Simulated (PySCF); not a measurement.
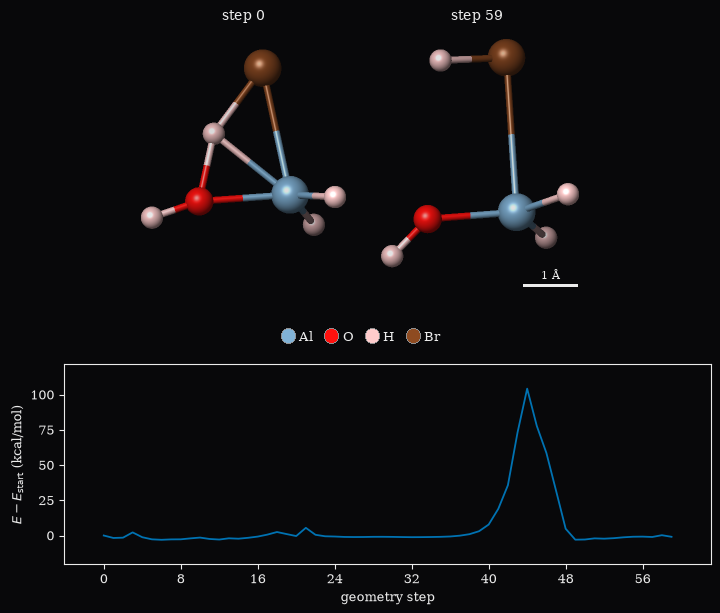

First and last geometry of a relaxation of AlH₄OBr (coarse preliminary run), with the history of the run. A ball-and-stick model, seen at a tilt.

The reaction that was planned forms Al1–Br6, O2–H5 and breaks Al1–O2, H5–Br6 (atoms numbered from 1 in input order).

Computed with RKS PBE0-D4/def2-SVP, partitioned rational-function steps on a Bofill-updated Hessian (PySCF 2.14.0). 

What do the curves and the structures tell?

Answer. The relaxation stopped without meeting its thresholds, so the last structure isn't shown to be converged. After 59 geometry steps the energy has fallen by 0.92 kcal/mol. The largest move after the best rigid fit is that of an H atom, 1.39 Å. Largest moves by element: H 1.39 Å, O 0.37 Å, Al 0.35 Å, Br 0.33 Å. Near-neighbour distances that change, for instance: H–O 1.327 → 2.988 Å, Al–H 1.827 → 3.181 Å, Al–Br 2.456 → 2.961 Å, Br–H 1.577 → 1.455 Å. Bond angles that change, for instance: Al–Br–H 48.0° → 84.9°, Al–O–H 165.3° → 133.3°, H–Al–Br 105.9° → 89.4°. Groups turn about Al–Br by about 20°. Cost: 2.4 min on 4 threads of AMD EPYC 9R45 96-Core, on a shared host.
